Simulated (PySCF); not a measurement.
# C5H2ClFN2: the cost of one run

Programs: PySCF 2.14.0, with routines of our own; each step states its level. All values are computed. Atoms count from 0.

## Step 1: The starting structure

11 atoms, charge 0, multiplicity 1; geometry from: GFN2-xTB.

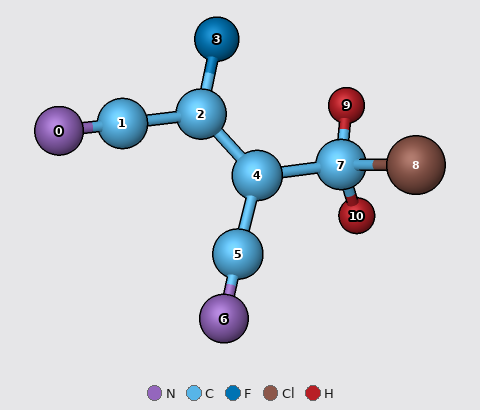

The starting geometry (nitrogen purple, carbon blue, fluorine blue, chlorine brown, hydrogen red).

## Step 2: Magnetic properties: GIAO BHandHLYP/pcSseg-1

What the job is given:

```
{"job": {"kind": "mag", "xc": "BHandHLYP", "basis": "pcSseg-1", "isotopologues": 0}, "charge": 0, "multiplicity": 1}
N      3.296243    -0.508980    -0.465728
C      2.166998    -0.657408    -0.352246
C      0.769478    -0.847333    -0.207978
F      0.353586    -2.119622    -0.230184
C     -0.108981     0.166271    -0.069500
C      0.369800     1.498413    -0.066231
N      0.719733     2.588199    -0.072744
C     -1.573825    -0.038699     0.130077
Cl    -1.969090     0.364257     1.842989
H     -1.859262    -1.076471    -0.037526
H     -2.159256     0.634045    -0.496893
```

Method: GIAO BHandHLYP/pcSseg-1 magnetisability, rotational g tensor and spin-rotation constants, non-relativistic, gas phase.

Command:

```console
$ OMP_NUM_THREADS=1 python excited_run.py task.json out
```

One launch serves the whole session: the jobs run in the order shown.

**Question.** How long does this first job take on 1 thread of Arm Neoverse V1, shared host, and how much memory does it need?

About 25 s, with a peak of 0.76 GiB.
